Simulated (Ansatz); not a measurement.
## Run report: CH$_{6}$AlNOZn, single-point calculation

CH$_{6}$AlNOZn, computed with RKS r2SCAN-D4/def2-TZVPP (Ansatz 0.2.0).

The geometry comes from this level: PBE0-D4/def2-TZVP. Figures and captions count atoms from 1; the log counts them from 0 in places.

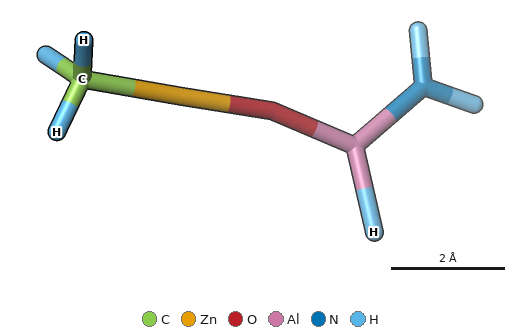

The structure (stick view, seen at a tilt). Sticks mark near contacts. Bond lengths as drawn: Al–H 1.58 Å, Al–N 1.77 Å, Al–O 1.67 Å, C–H 1.09 Å, C–Zn 1.92 Å, H–N 1.01 Å and O–Zn 1.76 Å.

### Results in brief

```csv
quantity,value
outcome,converged
total energy,−59690.5838 eV
mean-field energy,−59690.5374 eV
dispersion energy,−0.0464 eV
SCF solution under orbital rotations,stable
HOMO,−5.95 eV
LUMO,−0.72 eV
largest force (length of the vector),0.249 eV/Å
dipole moment,1.42 D
hardware,"4 threads of AMD EPYC, 23 GiB of memory available, shared host"
wall time,4.8 s (CPU time 17 s)
peak memory,0.44 GiB
```

### The input
```yaml
crystal:
  periodic: [false, false, false]
  atoms:
    - {symbol: C, position_ang: [-2.026525, -1.918470, 1.702673]}
    - {symbol: Zn, position_ang: [-0.787598, -0.795926, 0.763089]}
    - {symbol: O, position_ang: [0.333682, 0.234461, -0.116027]}
    - {symbol: Al, position_ang: [1.621572, 1.172544, -0.624523]}
    - {symbol: N, position_ang: [1.595864, 1.941082, -2.216554]}
    - {symbol: H, position_ang: [-2.232887, -2.825884, 1.131657]}
    - {symbol: H, position_ang: [-2.970592, -1.395665, 1.868390]}
    - {symbol: H, position_ang: [-1.621054, -2.209377, 2.673713]}
    - {symbol: H, position_ang: [2.897496, 1.409599, 0.281126]}
    - {symbol: H, position_ang: [0.849262, 1.872087, -2.888163]}
    - {symbol: H, position_ang: [2.340779, 2.515549, -2.575382]}
basis:
  gaussian: {orbitals: def2-TZVPP}
hamiltonian: {xc: r2scan, dispersion: d4}
output: {forces: true, orbitals: {seedname: orbitals}}
```

Command:
```bash
ansatz run in.yaml --threads 4 --pin off --events-out ev --progress --plain --max-ram 10444MiB
```

### Output
```
Functional definition: r2SCAN
  name "r2SCAN"
  cite "Furness, Kaplan, Ning, Perdew & Sun, J. Phys. Chem. Lett. 11, 8208 (2020) doi:10.1021/acs.jpclett.0c02405"
  cite "Furness, Kaplan, Ning, Perdew & Sun, J. Phys. Chem. Lett. 11, 9248 (2020) doi:10.1021/acs.jpclett.0c03077"
  parent r2scan
  parameter k0 = 0.174
  parameter k1 = 0.065
  parameter a1 = 4.9479
  exchange = r2scan_x(k0 = k0, k1 = k1, a1 = a1)
  correlation = r2scan_c
1608 factors; their error is unknown
mean field evaluation 1: about -59664.1606 eV, gradient 1.2e2 eV
mean field evaluation 2: about -59536.7377 eV, gradient 2.6e2 eV
mean field evaluation 4: about -59688.6879 eV, gradient 3.1e1 eV
mean field evaluation 8: about -59690.5605 eV, gradient 5.5e-1 eV
mean field evaluation 16: about -59690.5374 eV, gradient 8.1e-4 eV
mean field -59690.53737561 eV, -2193.5867888543 hartree, gradient 1.4e-5 eV, S^2 0.000000; 0 other end points of the search recorded, 0 dependent functions left out
the calculation of the forces begins
reference -59690.53739262 eV, -2193.5867894793 hartree; 35, 35 occupied and 248, 248 virtual orbitals, 1608 factors
Total energy: -59690.58378311 eV, -2193.5884942985 hartree
Atom 0 at    -2.026525    -1.918470     1.702673 Å, force     0.089815     0.080822    -0.067395 eV/Å
Atom 1 at    -0.787598    -0.795926     0.763089 Å, force    -0.012262    -0.011793     0.012991 eV/Å
Atom 2 at     0.333682     0.234461    -0.116027 Å, force    -0.182164    -0.143111     0.092534 eV/Å
Atom 3 at     1.621572     1.172544    -0.624523 Å, force     0.117250     0.054111     0.018196 eV/Å
Atom 4 at     1.595864     1.941082    -2.216554 Å, force    -0.004396    -0.037006     0.070418 eV/Å
Atom 5 at    -2.232887    -2.825884     1.131657 Å, force     0.005312     0.020617     0.010369 eV/Å
Atom 6 at    -2.970592    -1.395665     1.868390 Å, force     0.021402    -0.008994    -0.006293 eV/Å
Atom 7 at    -1.621054    -2.209377     2.673713 Å, force    -0.005674     0.007824    -0.022115 eV/Å
Atom 8 at     2.897496     1.409599     0.281126 Å, force    -0.026476    -0.004463    -0.020037 eV/Å
Atom 9 at     0.849262     1.872087    -2.888163 Å, force     0.007426     0.025221    -0.043327 eV/Å
Atom 10 at     2.340779     2.515549    -2.575382 Å, force    -0.010233     0.016773    -0.045339 eV/Å
Dipole moment:    -0.266968    -0.122707    -0.040615 e Å
```

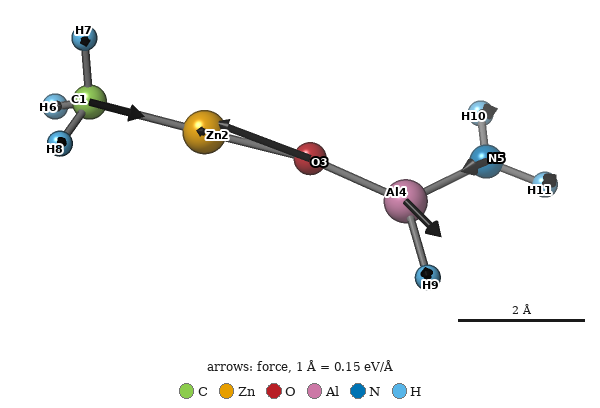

Forces on the atoms as black arrows (ball-and-stick view, seen at a tilt; atoms are numbered from 1 in the order of the input). The largest act on O3 (0.25 eV/Å); C1 (0.14 eV/Å); Al4 (0.13 eV/Å); N5 (0.08 eV/Å). The geometry is not a stationary point of this energy.

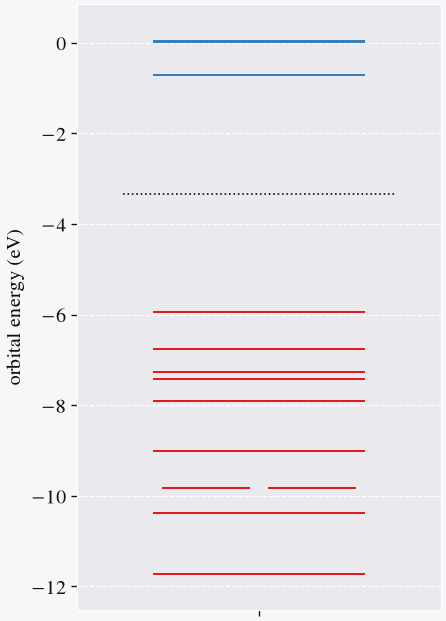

Orbital energies near the frontier; the dotted line parts filled from empty levels, and levels within 0.02 eV of each other stand side by side. Highest filled −5.95 eV, lowest empty −0.72 eV, 5.23 eV apart.
